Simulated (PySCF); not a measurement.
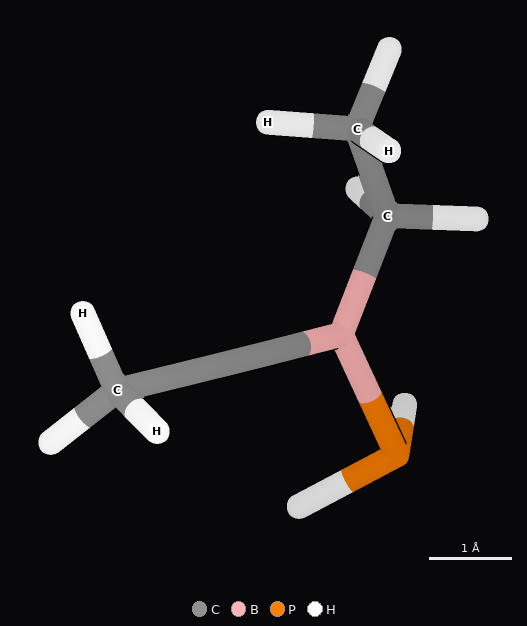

*The structure as given in the input (stick view, seen at a tilt).*

Bond lengths as drawn: B–C 1.50 to 1.59 Å, B–P 1.90 Å, C–C 1.21 to 1.53 Å, C–H 1.09 to 1.10 Å and H–P 1.38 Å.

Run report: C₅H₁₀BP, NMR shielding calculation

- system: C₅H₁₀BP, SMILES CC#CB(P)CC
- method: GIAO PBE0/aug-cc-pVDZ NMR shielding, non-relativistic, gas phase (PySCF 2.14.0)

The geometry comes from this level: GFN2-xTB. It belongs to a series of runs on one base structure; here: PBE0/aug-cc-pVDZ; aux def2-qzvpp-jkfit. Figures and captions count atoms from 1; the log counts them from 0 in places.

**Output**
```
final grid: 132896 points
cycle   1  E = -562.2600361489  dE =  6.712e-01  |g| = 4.511e-01  |ddm| = 1.783e+01
cycle   2  E = -562.2143631729  dE =  4.567e-02  |g| = 6.097e-01  |ddm| = 4.146e+00
cycle   3  E = -562.3101373704  dE = -9.577e-02  |g| = 1.929e-01  |ddm| = 1.900e+00
cycle   4  E = -562.3198848285  dE = -9.747e-03  |g| = 3.441e-02  |ddm| = 5.046e-01
cycle   5  E = -562.3201819236  dE = -2.971e-04  |g| = 1.060e-02  |ddm| = 1.294e-01
cycle   6  E = -562.3202147340  dE = -3.281e-05  |g| = 1.882e-03  |ddm| = 3.856e-02
cycle   7  E = -562.3202157149  dE = -9.809e-07  |g| = 4.745e-04  |ddm| = 8.806e-03
cycle   8  E = -562.3202157890  dE = -7.410e-08  |g| = 1.385e-04  |ddm| = 1.755e-03
cycle   9  E = -562.3202157949  dE = -5.864e-09  |g| = 4.026e-05  |ddm| = 5.486e-04
cycle  10  E = -562.3202157954  dE = -5.405e-10  |g| = 8.940e-06  |ddm| = 1.456e-04
converged SCF energy = -562.3202157954

GIAO shielding tensors (ppm)
atom      isotropic    diamagn.    paramagn.     s11        s22        s33       span
  0 C      189.031     241.018     -51.987    182.115    183.114    201.862     19.747
  1 C       56.836     305.482    -248.645     10.306     30.626    129.578    119.272
  2 C      110.259     210.245     -99.986     23.873     29.538    277.364    253.491
  3 B       34.386     199.157    -164.771    -49.268     22.778    129.649    178.917
  4 P      567.445     968.856    -401.411    487.054    549.233    666.049    178.994
  5 C      171.048     191.302     -20.254    142.419    180.780    189.944     47.526
  6 C      184.237     207.327     -23.090    174.922    183.459    194.331     19.409
  7 H       29.279      30.875      -1.596     24.285     28.112     35.440     11.154
  8 H       29.281      27.714       1.567     25.051     27.577     35.216     10.165
  9 H       29.289      28.107       1.183     24.678     27.740     35.450     10.772
 10 H       29.364      28.100       1.264     24.597     28.014     35.481     10.884
 11 H       29.374      26.872       2.502     24.586     28.440     35.095     10.509
 12 H       30.256      25.886       4.370     25.127     30.572     35.069      9.943
 13 H       29.816      26.915       2.901     24.960     30.603     33.885      8.925
 14 H       30.754      29.504       1.250     27.321     29.146     35.794      8.473
 15 H       30.761      30.761      -0.000     25.782     28.826     37.675     11.893
 16 H       30.390      28.656       1.735     26.511     29.641     35.018      8.506
```

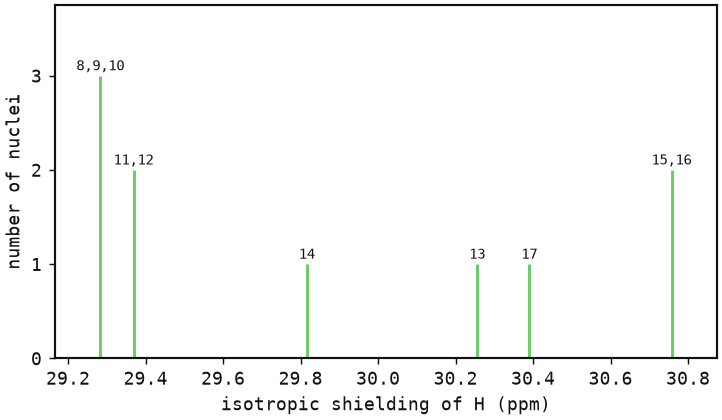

*Isotropic shieldings of the hydrogen nuclei in this fixed geometry, labelled by atom number; shielding grows to the right, so chemical shift grows to the left.*

The least shielded is H8 (29.3 ppm), the most shielded H16 (30.8 ppm).

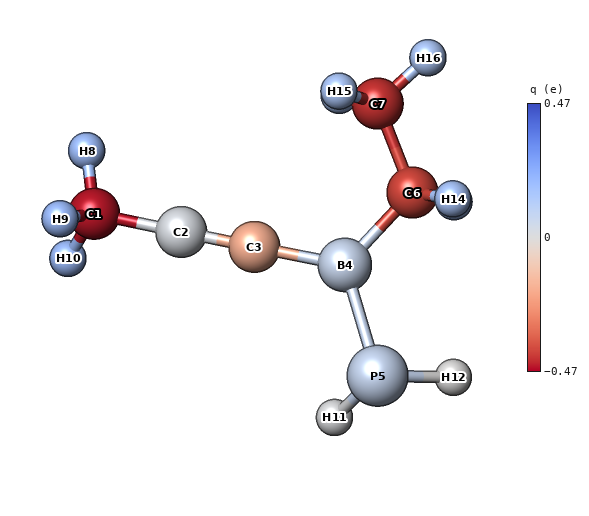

*IAO charges, as the colour of each atom (ball-and-stick view, seen on its broad side; atoms are numbered from 1 in the order of the input).*

By element: C −0.45 to +0.02, B +0.07, P +0.07 and H 0.00 to +0.19 e.

The run was set up as follows.

**Input file**
```
{"job": {"kind": "nmr", "xc": "PBE0", "basis": "aug-cc-pVDZ", "pop": true, "scf": {"aux": "def2-qzvpp-jkfit"}}, "charge": 0, "multiplicity": 1}
C      3.281740    -0.007519     0.339092
C      1.864819     0.265795     0.317183
C      0.676029     0.490264     0.303951
B     -0.794379     0.760864     0.284513
P     -1.399572     2.559619     0.367138
C     -1.850373    -0.421484     0.301575
C     -1.274979    -1.817568     0.543248
H      3.471419    -1.059194     0.122326
H      3.680413     0.227155     1.326439
H      3.794026     0.609436    -0.399667
H     -0.576475     3.097555    -0.606676
H     -2.498953     2.445064    -0.466863
H     -2.380865    -0.425145    -0.657645
H     -2.621487    -0.215811     1.052078
H     -0.789819    -1.865732     1.515448
H     -2.056908    -2.574510     0.511346
H     -0.531637    -2.056761    -0.213934
```

The first line tells a small driver script what to run in PySCF; the rest is the geometry in Å.

Launched with:
```bash
OMP_NUM_THREADS=1 python <driver script> task.json out
```

**Key numbers**

```tsv
quantity	value
outcome	converged
total energy	−562.320216 hartree
HOMO	−6.88 eV
LUMO	−1.59 eV
dipole moment	2.09 D
isotropic shielding, C	56.8 to 189.0 ppm
isotropic shielding, B	34.4 ppm
isotropic shielding, P	567.4 ppm
isotropic shielding, H	29.3 to 30.8 ppm
hardware	1 CPU thread, shared host
wall time	52 s
peak memory	0.91 GiB
```

Settings chosen away from the usual ones: PBE0/aug-cc-pVDZ; aux def2-qzvpp-jkfit.
